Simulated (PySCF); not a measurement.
**MP2/STO-3G run of GeO (SMILES [O]=[Ge])**

Aim: the vertical ionisation energy of GeO at MP2/STO-3G, from 2 runs. The job is set up through a Python script.

The calculation is run with PySCF 2.14.0.

14 further runs of the same task are left out: 6 that didn't finish, 8 set aside as unsound or not needed.

## 1. The structure to begin with

GeO has 2 atoms, charge 0, and is taken as a singlet. SMILES: `[O]=[Ge]`. The coordinates come from a PBE0-D4/def2-TZVP relaxation.

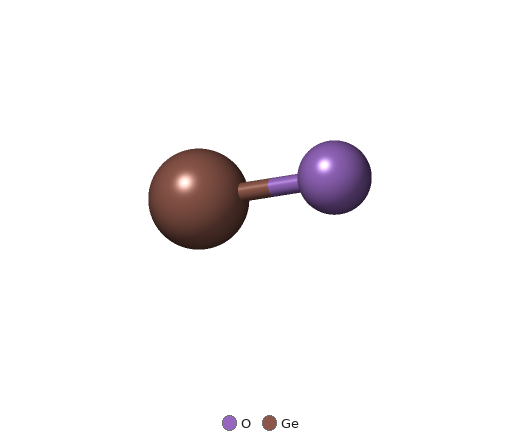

Viewed from a chosen angle; oxygen purple, germanium brown.

## 2. A single-point energy at MP2/STO-3G

Input file input.py:

```python
# GeO
from pyscf import gto, mp

mol = gto.M(
    atom=[
    ('O', (-0.000000, -0.000000, -0.023040)),
    ('Ge', (0.000000, 0.000000, 1.599530)),
],
    charge=0,
    max_memory=1860,
    basis='sto-3g',
    verbose=3,
)

calc0 = mol.RHF()
calc0.conv_tol = 1e-10
calc0.kernel()
if not calc0.converged:
    calc0 = calc0.newton().run(calc0.mo_coeff, calc0.mo_occ)

pt = mp.MP2(calc0, frozen=10).run()
etot = pt.e_tot
print('Final energy', etot)
```

Launch:

```bash
$ OMP_NUM_THREADS=1 python input.py
```

Standard output:

```text
converged SCF energy = -2125.54708951002
E(RMP2) = -2125.70838818173  E_corr = -0.161298671705226
E(SCS-RMP2) = -2125.70181463303  E_corr = -0.15472512300666
Final energy -2125.70838818173
```

It took 1 s on 1 thread of Arm Neoverse V1, shared host; peak memory 0.12 GiB.

## 3. The doublet cation at the same level

Input file calc.py:

```python
from pyscf import gto, mp

mol = gto.Mole()
mol.atom = [
    ('O', (-0.000000, -0.000000, -0.023040)),
    ('Ge', (0.000000, 0.000000, 1.599530)),
]
mol.max_memory = 1860
mol.spin = 1
mol.verbose = 3
mol.charge = 1
mol.basis = 'sto-3g'
mol.build()

myscf = mol.UHF()
myscf.conv_tol = 1e-10
myscf.kernel()
if not myscf.converged:
    myscf = myscf.newton().run(myscf.mo_coeff, myscf.mo_occ)

pt = mp.MP2(myscf, frozen=10).run()
e_final = pt.e_tot
print('Final energy', e_final)
```

Launch:

```bash
$ OMP_NUM_THREADS=1 python calc.py
```

Standard output:

```text
converged SCF energy = -2125.3198807807  <S^2> = 0.81324546  2S+1 = 2.0622759
E(UMP2) = -2125.40412037477  E_corr = -0.0842395940788071
E(SCS-UMP2) = -2125.40071604353  E_corr = -0.0808352628306824
Final energy -2125.4041203747743
```

It took 0.9 s on 1 thread of Arm Neoverse V1, shared host; peak memory 0.12 GiB.

## 4. Outcome

At MP2/STO-3G, 10 core orbitals frozen:

```
                                                                  quantity           value
                                                 singlet GeO: total energy  -2125.70839 Eh
                         singlet GeO: dipole moment (Hartree–Fock density)          1.54 D
                          singlet GeO: HOMO energy (Hartree–Fock orbitals)        -7.64 eV
                          singlet GeO: LUMO energy (Hartree–Fock orbitals)         6.31 eV
                        singlet GeO: HOMO–LUMO gap (Hartree–Fock orbitals)        13.95 eV
                 singlet GeO: correlation energy (10 core orbitals frozen)      -161.3 mEh
                                              doublet cation: total energy  -2125.40412 Eh
doublet cation: HOMO energy (Hartree–Fock orbitals) (highest over α and β)       -18.13 eV
 doublet cation: LUMO energy (Hartree–Fock orbitals) (lowest over α and β)        -4.49 eV
              doublet cation: correlation energy (10 core orbitals frozen)       -84.2 mEh
                         doublet cation: ⟨S²⟩ of the reference determinant           0.813
                        vertical ionisation energy (to the doublet cation)        8.280 eV
```

In words: The vertical ionisation energy comes to 8.28 eV (191 kcal/mol). In a minimal basis such a difference can be off by several eV, whatever the method.
